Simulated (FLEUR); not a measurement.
# free Ni(111) film, 3 layers: parallel and opposed starts

Does free Ni(111) film, 3 layers prefer parallel or opposed moments?

Method: PBEsol; all-electron FLAPW film, Dirac cores, scalar-relativistic bands, in FLEUR MaX-R8.1.

## Step 1: Set-up

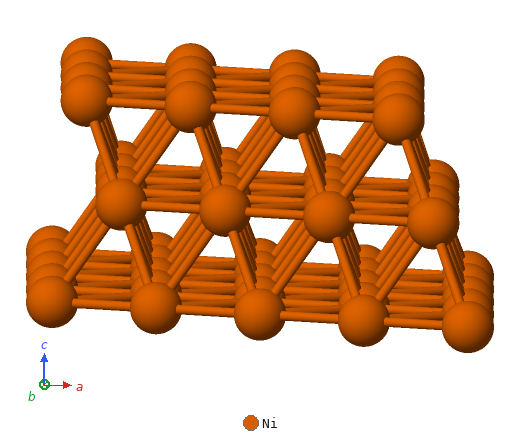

The cell as given, nearly edge on (nickel orange). 4×4×1 cells are drawn. Some periodic images of atoms are drawn too.

The cell holds 3 atoms: 3 Ni. Its edges and angles: a = 2.492 Å, b = 2.492 Å, c = 18.069 Å, α = 90.0°, β = 90.0°, γ = 120.0°. Layers at typed spacings, unrelaxed. Vacuum lies along c.

Structure file:

```xyz
3
Lattice="2.4917 0.0000 0.0000 -1.2458 2.1579 0.0000 0.0000 0.0000 18.0690" Properties=species:S:1:pos:R:3
Ni    0.0000    0.0000    7.0000
Ni    1.2459    0.7193    9.0345
Ni    0.0000    1.4386   11.0690
```

It is built of layers of Ni (space group 225).

## Step 2: Run 1 (ferro +++)

The parallel start is the test of whether parallel moments hold.

inpgen writes inp.xml from crystal.txt; cutoffs, mixing, functional, smearing and local orbitals are then set in the file. The k list default-1 (kpts.xml, not shown) is a Γ-centred 12×12×1 mesh; where the ranks do not divide the number of points, some are split in two of half the weight.

File inp.xml:

```
<?xml version="1.0" encoding="UTF-8" standalone="no"?>
<fleurInput fleurInputVersion="0.39">
   <comment>
      Ni
   </comment>
   <calculationSetup>
      <cutoffs Kmax="3.66" Gmax="11.0" GmaxXC="11.0" numbands="0"/>
      <scfLoop itmax="120" minDistance="0.00002" maxIterBroyd="15" imix="Anderson" alpha="0.03" precondParam="0.0" spinf="2.0" sdNocoIR="T"/>
      <coreElectrons ctail="T" frcor="F" kcrel="1" coretail_lmax="0"/>
      <xcFunctional name="PBEs" relativisticCorrections="F"/>
      <magnetism jspins="2"/>
      <soc l_soc="F" theta="0.0" phi="0.0" spav="F"/>
      <expertModes spex="0" secvar="F"/>
      <geometryOptimization l_f="F" forcealpha="1.0" forcemix="BFGS" epsdisp="0.00001" epsforce="0.00001"/>
      <ldaU l_linMix="F" mixParam="0.05" spinf="1.0"/>
   </calculationSetup>
   <cell>
      <bzIntegration valenceElectrons="54.0" mode="hist" fermiSmearingEnergy="0.00183747">
         <kPointListSelection listName="default-1"/>
         <xi:include xmlns:xi="http://www.w3.org/2001/XInclude" href="kpts.xml"> </xi:include>
      </bzIntegration>
      <xi:include xmlns:xi="http://www.w3.org/2001/XInclude" href="sym.xml"> </xi:include>
      <filmLattice scale="1.0" dVac="12.97" dTilda="15.47">
         <bravaisMatrixFilm>
            <row-1>    4.7086300406703598     0.0000001262337051</row-1>
            <row-2>   -2.3543151296652853     4.0777931691130949</row-2>
         </bravaisMatrixFilm>
         <vacuumEnergyParameters vacuum="1" spinUp="-.25" spinDown="-.25"/>
      </filmLattice>
   </cell>
   <atomSpecies>
      <species name="Nickel (Ni1.000" element="Ni" atomicNumber="28">
         <mtSphere radius="2.24" gridPoints="741" logIncrement="0.016"/>
         <atomicCutoffs lmax="8" lnonsphr="6"/>
         <electronConfig flipSpins="F">
            <coreConfig>(1s1/2) (2s1/2) (2p1/2) (2p3/2)</coreConfig>
            <valenceConfig>(3s1/2) (3p1/2) (3p3/2) (4s1/2) (3d3/2) (3d5/2)</valenceConfig>
            <stateOccupation state="(3d3/2)" spinUp="1.6" spinDown="1.6"/>
            <stateOccupation state="(3d5/2)" spinUp="2.9" spinDown="1.9"/>
         </electronConfig>
         <energyParameters s="4" p="4" d="3" f="4"/>
         <lo type="SCLO" l="0" n="3" eDeriv="0"/>
         <lo type="SCLO" l="1" n="3" eDeriv="0"/>
      </species>
   </atomSpecies>
   <atomGroups>
      <atomGroup species="Nickel (Ni1.000">
         <filmPos label="                   1">-1.000/6.000 1.000/6.000 -3.8446423657</filmPos>
         <filmPos label="                   3">1.000/6.000 -1.000/6.000 3.8446423657</filmPos>
         <force calculate="T" relaxXYZ="TTT"/>
      </atomGroup>
      <atomGroup species="Nickel (Ni1.000">
         <filmPos label="                   2">1.000/2.000 1.000/2.000 .0000000000</filmPos>
         <force calculate="T" relaxXYZ="TTT"/>
      </atomGroup>
   </atomGroups>
   <output dos="F" band="F" slice="F">
      <bandDOS minEnergy="-.5*Htr" maxEnergy="0.5*Htr" sigma="0.015" storeEVData="T"/>
      <plotting iplot="0" polar="F">
         <plot TwoD="T" vec1="  1.0  0.0  0.0" vec2="  0.0  1.0  0.0" vec3="  0.0  0.0  1.0" zero="  0.0  0.0 -0.5" file="plot"/>
      </plotting>
      <moessbauerParams electricFieldGradient="F" isomerShift="T" coreHyperfine="T" valenceHyperfine="T"/>
   </output>
</fleurInput>
```

File crystal.txt:

```
Ni
&input film=T cartesian=F /
2.49169971213  0.00000006680  0.00000000000
-1.24584991392  2.15787521590  0.00000000000
0.00000000000  0.00000000000  1.00000000000
1.8897261246
1.0 1.0 1.0

3
28 0.00000000000  0.00000000000  -3.84464236570 : 1.000
28 0.66666666667  0.33333333333  0.00000000000 : 1.000
28 0.33333333333  0.66666666667  3.84464236570 : 1.000

&kpt div1=12 div2=12 div3=1 gamma=T /
```

Launch:

```bash
> OMP_NUM_THREADS=1 inpgen -f crystal.txt > inpgen.log  # inp.xml is then edited as shown
> OMP_NUM_THREADS=1 mpirun -n 4 fleur_MPI > fleur.log
```

The log of the run:

```text
Welcome to FLEUR        (www.flapw.de)
      MaX-Release 8.1          (www.max-centre.eu)

 ========== k-point set info ==========
 Selected k-point list: default-1
 k-point list type: mesh
 0 x 0 x 0
 Number of k points: 20

 ------------Calculation Setup---------------------------
 Number of MPI-tasks      :            4
 Number of PE/node        :            4
 Number of OMP-threads    :            1
 k-points in parallel     :            4
 pe's per k-point         :            1
 No of k-point loops      :            5
 Eigenvalue solver        :       lapack
 Number of basis functions:          273
 Approximate size of matrices (H+S) per k-point:         0.001 GB
 --------------------------------------------------------
 [... lines of the core solver left out ...]
 Iteration:     1   Distance:      23.90201871 me/bohr^3
 Iteration:     2   Distance:      14.49827301 me/bohr^3
 Iteration:     3   Distance:      15.73788073 me/bohr^3
 Iteration:     4   Distance:      14.51066950 me/bohr^3
 Iteration:     5   Distance:       8.34437259 me/bohr^3
 Iteration:     6   Distance:      14.48288049 me/bohr^3
 Iteration:     7   Distance:       6.17645594 me/bohr^3
 Iteration:     8   Distance:       5.19506355 me/bohr^3
 Iteration:     9   Distance:       1.49391100 me/bohr^3
 Iteration:    10   Distance:       1.31599038 me/bohr^3
[... 12 iterations left out ...]
 Iteration:    23   Distance:       0.00171788 me/bohr^3
 Iteration:    24   Distance:       0.00223244 me/bohr^3
 Iteration:    25   Distance:       0.00074261 me/bohr^3
 Iteration:    26   Distance:       0.00012886 me/bohr^3
 Iteration:    27   Distance:       0.00016735 me/bohr^3
 Iteration:    28   Distance:       0.00008761 me/bohr^3
 Iteration:    29   Distance:       0.00003294 me/bohr^3
 Iteration:    30   Distance:       0.00002441 me/bohr^3
 Iteration:    31   Distance:       0.00002324 me/bohr^3
 Iteration:    32   Distance:       0.00001247 me/bohr^3

 ********************************************************************
 Run finished successfully
 Stop message:
   all done
 ********************************************************************

--- out.xml (last complete iteration) ---
<iteration numberForCurrentRun="   32" overallNumber="   32">
         <energyParameters units="Htr">
            <atomicEP atomType="1" spin="1" branch="4s" branchLowest="-3.98" branchHighest="1.27" value="-0.3114168588"/>
            <atomicEP atomType="1" spin="1" branch="4p" branchLowest="-2.52" branchHighest="1.89" value="-0.1671283554"/>
            <atomicEP atomType="1" spin="1" branch="3d" branchLowest="-9.99" branchHighest="-0.15" value="-0.2596163861"/>
            <atomicEP atomType="1" spin="1" branch="4f" branchLowest="-9.99" branchHighest="3.25" value="0.1553828154"/>
            <loAtomicEP atomType="1" spin="1" branch="3s" branchLowest="-35.94" branchHighest="-3.98" value="-3.9799850044"/>
            <loAtomicEP atomType="1" spin="1" branch="3p" branchLowest="-30.91" branchHighest="-2.52" value="-2.5301630990"/>
            <atomicEP atomType="2" spin="1" branch="4s" branchLowest="-3.99" branchHighest="1.26" value="-0.3343263019"/>
            <atomicEP atomType="2" spin="1" branch="4p" branchLowest="-2.53" branchHighest="1.88" value="-0.1919104759"/>
            <atomicEP atomType="2" spin="1" branch="3d" branchLowest="-9.99" branchHighest="-0.16" value="-0.2726437990"/>
            <atomicEP atomType="2" spin="1" branch="4f" branchLowest="-9.99" branchHighest="3.24" value="0.1294619349"/>
            <loAtomicEP atomType="2" spin="1" branch="3s" branchLowest="-35.95" branchHighest="-3.99" value="-3.9920244918"/>
            <loAtomicEP atomType="2" spin="1" branch="3p" branchLowest="-30.92" branchHighest="-2.53" value="-2.5419642705"/>
            <vacuumEP vacuum="1" spin="1" vzIR="-0.2653725307" vzInf="0.0000000000" value="-0.2500000000"/>
            <atomicEP atomType="1" spin="2" branch="4s" branchLowest="-3.94" branchHighest="1.29" value="-0.3132458199"/>
            <atomicEP atomType="1" spin="2" branch="4p" branchLowest="-2.48" branchHighest="1.91" value="-0.1708870678"/>
            <atomicEP atomType="1" spin="2" branch="3d" branchLowest="-9.99" branchHighest="-0.12" value="-0.2346648624"/>
            <atomicEP atomType="1" spin="2" branch="4f" branchLowest="-9.99" branchHighest="3.26" value="0.1503584688"/>
            <loAtomicEP atomType="1" spin="2" branch="3s" branchLowest="-35.92" branchHighest="-3.94" value="-3.9467903107"/>
            <loAtomicEP atomType="1" spin="2" branch="3p" branchLowest="-30.90" branchHighest="-2.48" value="-2.4978238552"/>
            <atomicEP atomType="2" spin="2" branch="4s" branchLowest="-3.95" branchHighest="1.28" value="-0.3385931571"/>
            <atomicEP atomType="2" spin="2" branch="4p" branchLowest="-2.49" branchHighest="1.90" value="-0.1983731781"/>
            <atomicEP atomType="2" spin="2" branch="3d" branchLowest="-9.99" branchHighest="-0.13" value="-0.2463429818"/>
            <atomicEP atomType="2" spin="2" branch="4f" branchLowest="-9.99" branchHighest="3.26" value="0.1215567320"/>
            <loAtomicEP atomType="2" spin="2" branch="3s" branchLowest="-35.93" branchHighest="-3.95" value="-3.9557979127"/>
            <loAtomicEP atomType="2" spin="2" branch="3p" branchLowest="-30.91" branchHighest="-2.49" value="-2.5067051171"/>
            <vacuumEP vacuum="1" spin="2" vzIR="-0.2671197174" vzInf="0.0000000000" value="-0.2500000000"/>
         </energyParameters>
         <bandgap value="0.0014545087" units="eV"/>
         <sumValenceSingleParticleEnergies value="-77.0799062339" units="Htr"/>
         <FermiEnergy value="-0.1886329937" units="Htr"/>
         <valenceDensity>
            <mtCharges spin="1">
               <mtCharge atomType="1" total="8.8090488" s="1.2034520" p="3.1340920" d="4.4603080" f="0.0084949"/>
               <mtCharge atomType="2" total="8.8808378" s="1.2016609" p="3.1757917" d="4.4879930" f="0.0117936"/>
            </mtCharges>
            <mtCharges spin="2">
               <mtCharge atomType="1" total="8.0694815" s="1.2039950" p="3.1485828" d="3.7054289" f="0.0088296"/>
               <mtCharge atomType="2" total="8.0871244" s="1.2048103" p="3.1917692" d="3.6742377" f="0.0127627"/>
            </mtCharges>
            <spinDependentCharge spin="1" total="28.0890653" interstitial="1.4995897" mtSpheres="26.4989354" vacuum1="0.0452701"/>
            <spinDependentCharge spin="2" total="25.9109349" interstitial="1.5892998" mtSpheres="24.2260874" vacuum1="0.0477738"/>
            <totalCharge value="54.0000002423"/>
         </valenceDensity>
         <allElectronCharges>
            <spinDependentCharge spin="1" total="43.0890708" interstitial="1.4995897" mtSpheres="41.4989409" vacuum1="0.0452701"/>
            <spinDependentCharge spin="2" total="40.9109294" interstitial="1.5892998" mtSpheres="39.2260819" vacuum1="0.0477738"/>
            <totalCharge value="84.0000002434"/>
         </allElectronCharges>
         <magneticMomentsInMTSpheres units="muBohr">
            <globalMagMoment atomType="1" vec="0.00000   0.00000   0.73957"/>
            <localMagMoment atomType="1" vec="0.00000   0.00000   0.73957"/>
            <globalMagMoment atomType="2" vec="0.00000   0.00000   0.79372"/>
            <localMagMoment atomType="2" vec="0.00000   0.00000   0.79372"/>
         </magneticMomentsInMTSpheres>
         <moessbauerParams unitsHFF="kG" unitsIS="e/bohr^3" unitsEFG="Htr/bohr^2">
            <coreHyperfineField atomType="1" hffTotal="-233.20799" isTotal="19392.67365">
               <shell n="1" l="0" hff="-4.97030" isomerShift="17679.90371"/>
               <shell n="2" l="0" hff="-229.04149" isomerShift="1701.73126"/>
               <shell n="2" l="1" hff="0.80380" isomerShift="11.03868"/>
            </coreHyperfineField>
            <coreHyperfineField atomType="2" hffTotal="-255.68742" isTotal="19392.59516">
               <shell n="1" l="0" hff="-5.61862" isomerShift="17679.86042"/>
               <shell n="2" l="0" hff="-250.94959" isomerShift="1701.69660"/>
               <shell n="2" l="1" hff="0.88079" isomerShift="11.03814"/>
            </coreHyperfineField>
            <isomerShift atomType="1" nucleusRadius="0.0000918" averageDensity="19650.47772"/>
            <isomerShift atomType="2" nucleusRadius="0.0000918" averageDensity="19650.34927"/>
         </moessbauerParams>
         <totalEnergy value="    -4558.6020235633" units="Htr">
            <sumOfEigenvalues value="    -2657.1545105866">
               <coreElectrons value="-2580.0746043527"/>
               <valenceElectrons value="-77.0799062339"/>
            </sumOfEigenvalues>
            <densityCoulombPotentialIntegral value="-7042.8655732004"/>
            <densityEffectivePotentialIntegral value="-7287.6278107780"/>
            <chargeDenXCDenIntegral value="-186.7718019230"/>
            <FockExchangeEnergyValence value="0.0000000000"/>
            <FockExchangeEnergyCore value="0.0000000000"/>
            <atomTypeDependentContributions atomType="1">
               <electronNucleiInteractionDifferentMTs value="3645.1894423551"/>
               <MadelungTerm value="-8.8057059196"/>
            </atomTypeDependentContributions>
            <atomTypeDependentContributions atomType="2">
               <electronNucleiInteractionDifferentMTs value="1823.1678481275"/>
               <MadelungTerm value="-3.7077388291"/>
            </atomTypeDependentContributions>
            <tkbTimesEntropy value="0.0017745612"/>
            <freeEnergy value="-4558.6037981244"/>
            <extrapolationTo0K value="-4558.6029108438"/>
         </totalEnergy>
         <densityConvergence units="me/bohr^3">
            <chargeDensity spin="1" distance="0.0000064727"/>
            <chargeDensity spin="2" distance="0.0000090049"/>
            <overallChargeDensity distance="0.0000095125"/>
            <spinDensity distance="0.0000124693"/>
         </densityConvergence>
      </iteration>
```

Run time: 41 s. Hardware: 4 MPI ranks of Arm Neoverse N1, shared host; peak memory 0.26 GiB.

Spin moment in the muffin-tin sphere by atom:

```
atom  spin moment in the muffin-tin sphere (μB)
 Ni1                                      0.740
 Ni2                                      0.794
 Ni3                                      0.740
```

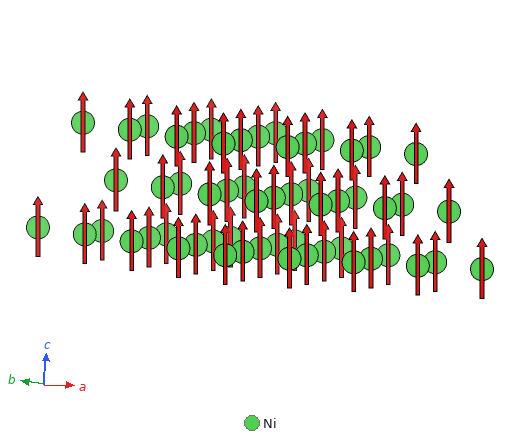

Spin moment in the muffin-tin sphere as arrows, the longest 0.794 μB. Up and down stand for the sign. Arrows give size and sign along the axis of quantisation, drawn up and down the page. 4×4×1 cells are drawn. Some periodic images of atoms are drawn too.

This step gave:

```yaml
free_energy: -124045.9287 eV
program_s_band_gap_on_this_mesh_in_a_metal_only_a_level_spacing: 0.001455 eV
magnetization: 2.178 μB
final_state: ferromagnetic
```

After 32 cycles the largest moment stands at 0.794 μB.

[end of part 1 of 3]

[Logs and program files are shortened in this print: banners, set-up blocks, solver, clock and traceback lines can be left out without a mark of their own.]

[Logs are printed without paths, hosts, clocks, repeated set-up lines and the standing remarks that a program may print on its own settings, such as how far it seeks lower states.]

[Hosts, paths, dates, database ids (printed as entryN), source tags and the programs' standing remarks are cut or masked in the printed files.]

[Where a cell is said to come from a database of computed structures, the database is the Materials Project.]
